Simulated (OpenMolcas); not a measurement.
CH3AlF2O (SMILES C[O][Al]([F])[F]): methods side by side

CH3AlF2O has 8 atoms, charge 0, and is taken as a singlet. SMILES: `C[O][Al]([F])[F]`. The shape is that of a PBE0-D4/def2-TZVP optimisation.

Each level gives the vertical ionisation energy (to the doublet cation) (eV). The values are calculated.

| level | kind | program | value (eV) | less CCSD(T)/6-31G* | CPU time (all runs) |
| --- | --- | --- | --- | --- | --- |
| SVWN5/6-31G* (spherical functions) | LDA | OpenMolcas | 10.91 | -0.16 | 53 s |
| PBE/6-31G* (spherical functions) | GGA | OpenMolcas | 10.72 | -0.35 | 89 s |
| revPBE/6-31G* (spherical functions) | GGA | OpenMolcas | 10.67 | -0.40 | 1.8 min |
| M06-L/6-31G* (spherical functions) | meta-GGA | OpenMolcas | 10.92 | -0.15 | 2 min |
| r2SCAN/6-31G* (spherical functions) | meta-GGA | OpenMolcas | 11.07 | 0.00 | 2 min |
| BHLYP/6-31G* (spherical functions) | global hybrid | OpenMolcas | 11.15 | +0.08 | 65 s |
| B3LYP/6-31G* (Cartesian functions) | global hybrid | OpenMolcas | 11.09 | +0.02 | 78 s |
| CCSD(T)/6-31G* (spherical functions), open shells restricted | coupled cluster or CI | OpenMolcas | 11.07 | 0.00 | 2.2 min |

CCSD(T)/6-31G* (spherical functions), open shells restricted is the highest level here, not the true value. The values span 10.67 to 11.15 eV. Times are those of the runs behind each value, whatever else they computed, on shared processors of several kinds: orders of magnitude only.

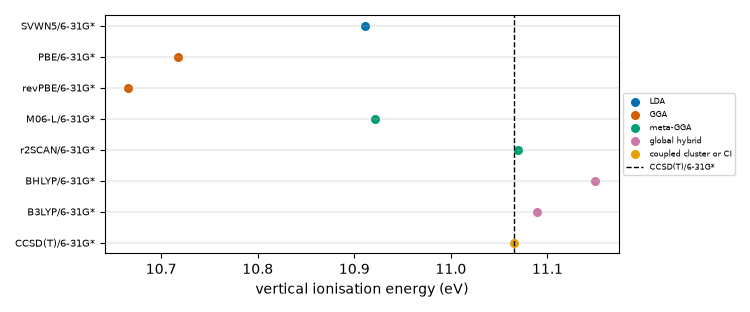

The values of the table, level by level.
